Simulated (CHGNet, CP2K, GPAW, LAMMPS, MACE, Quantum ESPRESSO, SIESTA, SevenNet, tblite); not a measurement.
# How far do other methods lie from plane waves? Glassy 63SiO2-22Al2O3-15ZnO (mol %) (89 atoms)

Aim: forces, pressure and gap of glassy 63SiO2-22Al2O3-15ZnO (mol %) (89 atoms) at one geometry, from other programs and methods, against plane-wave PBE.

Results are calculated, not measured.

## (1) The structure

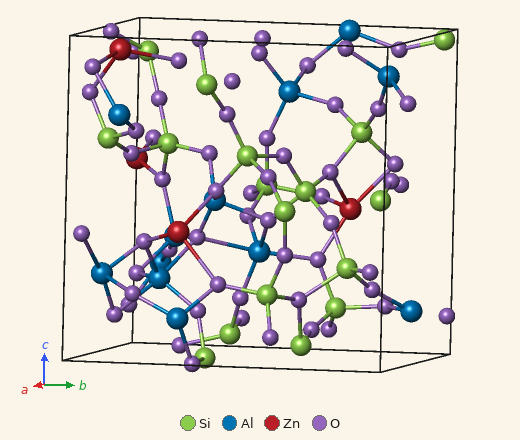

The cell (silicon green, aluminium blue, zinc red, oxygen purple). Bonds to atoms that aren't drawn are left out. Some periodic images of atoms are drawn too.

The cell holds 89 atoms (17 Si, 12 Al, 4 Zn and 56 O), with edges of 10.38, 10.38 and 10.38 Å. Recipe: 89 atoms (17 Si, 12 Al, 4 Zn, 56 O) placed at random at 2.7 g/cm³, melted at 4000 K for 10 ps at fixed volume with the Morse and Coulomb pair potential with partial charges (Pedone, Malavasi, Menziani, Cormack and Segre, J. Phys. Chem. B 110, 11780 (2006)). Quenched from 4000 K to 300 K at 20 K/ps and fixed volume, held 10 ps at zero pressure, then minimised at fixed cell. The density is 2.91 g/cm³.

## (2) The reference input

Quantum ESPRESSO 7.5: Kohn-Sham DFT, PBE, SSSP efficiency 1.3.0 pseudopotentials, plane waves. Its input, pw.in:

```
&control
  calculation = 'scf'
  pseudo_dir = './pseudo'
  outdir = './tmp'
  disk_io = 'none'
  tprnfor = .true.
  tstress = .true.
/
&system
  ibrav = 0
  nat = 89
  ntyp = 4
  ecutwfc = 60
  ecutrho = 480
  nosym = .true.
  occupations = 'smearing'
  smearing = 'fd'
  degauss = 0.003675
/
&electrons
  conv_thr = 4.5e-07
  electron_maxstep = 100
  mixing_beta = 0.4
  mixing_mode = 'plain'
  diagonalization = 'david'
/
ATOMIC_SPECIES
Si 28.085 Si.upf
Al 26.982 Al.upf
Zn 65.380 Zn.upf
O 15.999 O.upf
CELL_PARAMETERS angstrom
10.38180 0.00000 0.00000
0.00000 10.38180 0.00000
0.00000 0.00000 10.38180
ATOMIC_POSITIONS crystal
Si 0.35603 0.78370 0.69473
Si 0.95919 0.42509 0.86233
Si 0.99278 0.68688 0.48352
Si 0.69972 0.38231 0.00552
[... 83 atom lines left out ...]
O 0.64687 0.75864 0.43094
O 0.27519 0.87314 0.59625
K_POINTS gamma
```

```console
$ OMP_NUM_THREADS=1 mpirun -np 2 pw.x -in pw.in > output.txt
```

The job ended after 5.6 min (2 MPI ranks of Arm Neoverse V2, shared host; peak memory 3.3 GiB; 11 min of CPU time).

It converged with an r.m.s. force component of 0.74 eV/Å and a pressure of 8.0 GPa.

Its highest filled and lowest empty levels lie 2.75 eV apart on its k-points.

## (3) The other programs

- CHGNet: machine-learned potential, published weights.
- CP2K 2026.2: Gaussian basis with GTH pseudopotentials and a plane-wave density; labels give functional, basis (MOLOPT sets; SR short-range, UZH the newer set with its own potentials), grid cutoff/relative cutoff and solver (OT: orbital transformation; TRS4, TC2, SIGN: linear-scaling purification with its sparsity filter), or its built-in tight binding.
- GPAW 26.7.0: PAW with atomic orbitals (LCAO), plane waves or a real-space grid of spacing h.
- MACE: machine-learned potential, published weights.
- Quantum ESPRESSO 7.5: plane waves; labels (QE) give functional, pseudopotential set and cutoffs of waves/density.
- SIESTA 5.4.2: numerical atomic orbitals, whose automatically made sets are far from complete, with PseudoDojo norm-conserving potentials that we converted to its format (checked against plane waves on the same files for H, C, O, Si, Ge and Ca alone); labels give functional, basis size, energy shift and mesh cutoff.
- SevenNet: machine-learned potential, published weights.
- tblite 0.8.0: extended tight binding, driven from Python.

All use the same cell and atoms, and the electronic-structure runs the same k-mesh.

## (4) All runs compared

Differences are against the reference: forces as r.m.s. over components, share as that over the reference's r.m.s. force, slope as the fitted ratio of a run's forces to the reference's.

```tsv
run	Δ force, r.m.s. (meV/Å)	share (%)	slope	Δ pressure (GPa)	Δ gap (eV)	cores	CPU time	memory (GiB)
reference	-	-	-	-	-	2	11 min	3.3
CHGNet r2SCAN potential	223	29.9	0.756	-5.63	-	1	3.4 s	1.3
CP2K PBE, DZVP-MOLOPT-SR, 400/50 Ry, OT DIIS (coarse)	155	20.8	0.968	-0.196	-0.0419	4	6.9 min	2
CP2K PBE, DZVP-MOLOPT-SR, 800/50 Ry, diagonalisation	101	13.6	0.968	-0.392	-0.037	4	4 min	6
CP2K RPBE, PBE potentials, DZVP-MOLOPT-SR, 800/50 Ry, OT DIIS	137	18.4	0.955	0.861	0.0889	4	8.3 min	3.5
GPAW PBE, LCAO dzp, h 0.18 Å	285	38.3	1.294	-	-0.0955	1	2.3 min	1.5
GPAW PBE, LCAO dzp, h 0.25 Å (coarse)	982	132	1.213	-	-0.09	1	70 s	0.73
GPAW PBE, LCAO sz(dzp), h 0.18 Å (coarse)	1022	137	1.711	-	-0.456	1	43 s	1.2
GPAW PBE, LCAO szp(dzp), h 0.18 Å (coarse)	300	40.4	1.279	-	-0.173	1	1.8 min	1.4
MACE MP-0b2 small potential	82.1	11.0	0.961	-0.249	-	1	5.3 s	0.67
QE PBE, gbrv-1.5, 40/200 Ry	28.2	3.79	0.980	0.136	0.0122	2	3.8 min	1.3
SIESTA PBE, DZ, shift 0.01 Ry, mesh 500 Ry (coarse)	865	116	1.632	12.8	0.107	2	2.4 min	1.5
SIESTA PBE, DZP, shift 0.01 Ry, mesh 150 Ry (coarse)	147	19.8	1.119	2.15	0.129	2	84 s	0.84
SIESTA PBE, DZP, shift 0.01 Ry, mesh 500 Ry	145	19.5	1.123	2.16	0.128	2	5.7 min	2.3
SIESTA PBE, DZP, shift 0.04 Ry, mesh 500 Ry (coarse)	322	43.3	1.042	-9.02	0.567	2	3 min	1.6
SIESTA PBE, TZP, shift 0.01 Ry, mesh 500 Ry	103	13.8	1.093	0.527	0.105	4	8.1 min	3.2
SevenNet l3i5 potential	49.9	6.70	0.985	-0.414	-	1	8.6 s	1.6
tblite GFN1-xTB	514	69.1	0.590	7.32	-	1	5 s	0.13
```

Rows marked coarse were listed beforehand as settings not expected to be converged; some can still land near the reference.

Times of the machine-learned potentials are mostly Python's start and the loading of weights.

CPU time is summed over cores on shared hosts, so it is rough.

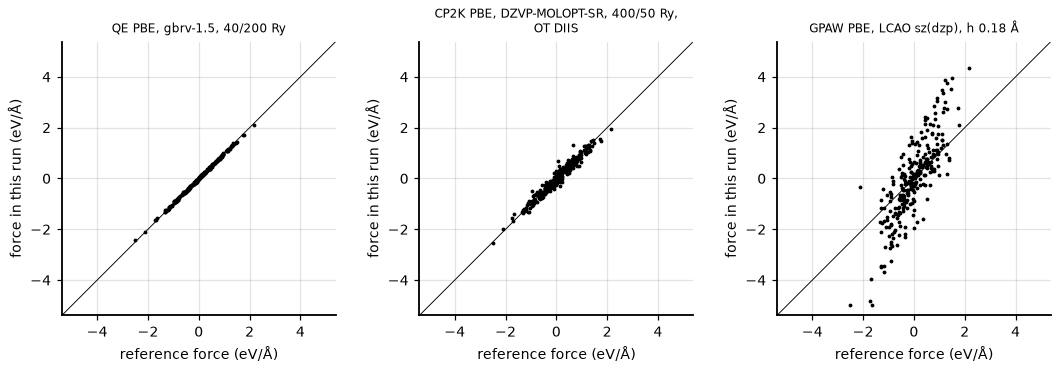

Force components against those of the reference; the line marks equality.

## (5) Findings

Forces lie from 3.8 % (QE PBE, gbrv-1.5, 40/200 Ry) to 137 % (GPAW PBE, LCAO sz(dzp), h 0.18 Å, coarse) of the reference's r.m.s. force of 0.74 eV/Å away from it. Other PBE runs on plane waves or a grid: QE PBE, gbrv-1.5, 40/200 Ry 3.8 % of the r.m.s. force; the reference has errors of its own, so differences under a few per cent don't tell which side is nearer the exact PBE result. The PBE runs in local orbitals, coarse settings apart, differ by 14 % (CP2K PBE, DZVP-MOLOPT-SR, 800/50 Ry, diagonalisation) to 38 % (GPAW PBE, LCAO dzp, h 0.18 Å); basis, grid and potentials can all enter. Tight binding differs by 69 % (tblite GFN1-xTB); it is another model, with fitted parameters of its own, and the xTB methods hold dispersion.

Machine-learned potentials differ by 6.7 % (SevenNet l3i5 potential) to 30 % (CHGNet r2SCAN potential); they were trained on other programs' data, some at another functional. Rows with another functional or a dispersion term differ by 18 % (CP2K RPBE, PBE potentials, DZVP-MOLOPT-SR, 800/50 Ry, OT DIIS), which mixes the change of model with differences of basis and potentials, some of them made for another functional. Runs with settings chosen to be coarse differ by 20 % (SIESTA PBE, DZP, shift 0.01 Ry, mesh 150 Ry) to 137 % (GPAW PBE, LCAO sz(dzp), h 0.18 Å), their programs' other errors included. GPAW PBE, LCAO dzp, h 0.18 Å stiffens the forces by a factor of 1.29 while following their directions (correlation 0.983); the difference isn't even, but is largest on one element. From CP2K PBE, DZVP-MOLOPT-SR, 400/50 Ry, OT DIIS to the finer CP2K PBE, DZVP-MOLOPT-SR, 800/50 Ry, diagonalisation the share falls from 21 to 14 %. From GPAW PBE, LCAO dzp, h 0.25 Å to the finer GPAW PBE, LCAO dzp, h 0.18 Å the share falls from 132 to 38 %. Pressures at PBE, coarse settings apart, lie -0.39 to +2.16 GPa from the reference's. Gaps at PBE, coarse settings apart, lie -0.10 to +0.13 eV from the reference's.

Caveats: Periodic xTB results under one method name differ between programs and library versions. The potentials hold different valence shells: 520 electrons in the reference, 488 in CP2K with DZVP-MOLOPT-SR and 488 in GPAW; this bears on time and differences. The reference's pressure holds the uncorrected Pulay stress of its 60 Ry basis, so small pressure differences may be the reference's own error. Machine-learned potentials mimic data converged in k, so the reference's own k-point error enters their differences. The quench rate of 20 K/ps is many orders above laboratory rates, so the cell is likely richer in defects and strain than a real sample. The network of bonds at the start is that of the classical potential that made the cell, and needn't be the one that DFT or experiment would give. The electronic-structure runs sample only Γ, in a cell whose shortest periodic width is 10 Å. The reference's pressure of 8.0 GPa reflects the volume that the recipe set, positions that aren't this level's minimum and the basis. Where levels are smeared, the DFT runs use Fermi–Dirac occupations at 580 K (0.05 eV), and energies are free energies. The reference's cutoffs and mesh weren't converged further here.

[Logs are printed without paths, hosts, clocks, repeated set-up lines and the standing remarks that a program may print on its own settings, such as how far it seeks lower states.]

[Hosts, paths, dates, database ids (printed as entryN), source tags and the programs' standing remarks are cut or masked in the printed files.]

[Cells were taken only where this reference lay near another plane-wave run.]
